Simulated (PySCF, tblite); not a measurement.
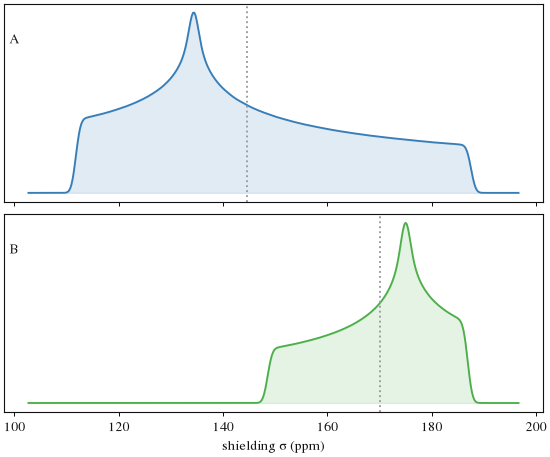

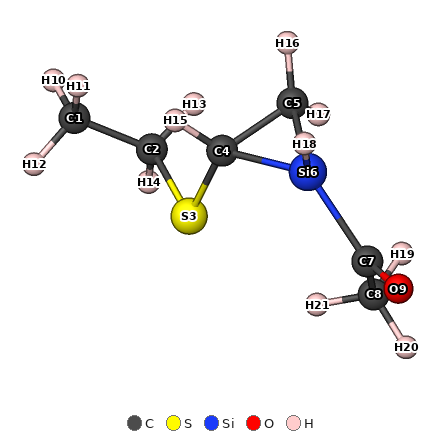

Static powder patterns (¹³C) from GIAO shielding tensors of C₆H₁₂OSSi, SMILES CCS[C@@H]1C[Si@@H]1C(C)=O, PBE0/pcSseg-1 in PySCF, at a GFN2-xTB geometry (a minimum by its frequencies); absolute shielding, one fixed geometry of the isolated molecule without any motion, no dipolar terms. The dotted line is the isotropic value; skew is 3(σiso − σ22)/span.

Question: The panels belong to C1 and C8. Which is which?

Answer: panel A: C8, σ11, σ22, σ33 = 112, 134, 188 ppm, isotropic 145, span 76 ppm, skew 0.40; panel B: C1, σ11, σ22, σ33 = 149, 175, 187 ppm, isotropic 170, span 38 ppm, skew −0.38.

Known limits of this run: the tight-binding geometry is rougher than a DFT one and adds to the error; one conformer of a flexible molecule.
